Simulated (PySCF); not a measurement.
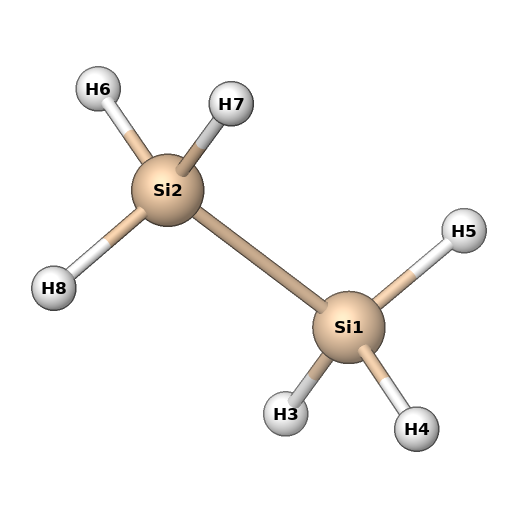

The geometry was computed by an optimisation with PBE0-D3(BJ)/def2-TZVP. No frequency run is at hand to confirm it as a minimum. Method: GIAO ωB97X-D/pcSseg-2 NMR shielding, non-relativistic, gas phase (PySCF 2.14.0), and the same with a continuum solvent (IEF-PCM, Bondi radii x 1.2, gas-phase geometry).

How do dipole (D), HOMO–LUMO gap (eV), σ(Si1) (ppm), σ(H3) (ppm) change in chloroform (ε = 4.7)?

```tsv
medium	dipole (D)	HOMO–LUMO gap (eV)	σ(Si1) (ppm)	σ(H3) (ppm)
gas phase	0.01	12.19	452.3	27.90
chloroform	0.01	12.16	451.9	27.91
```
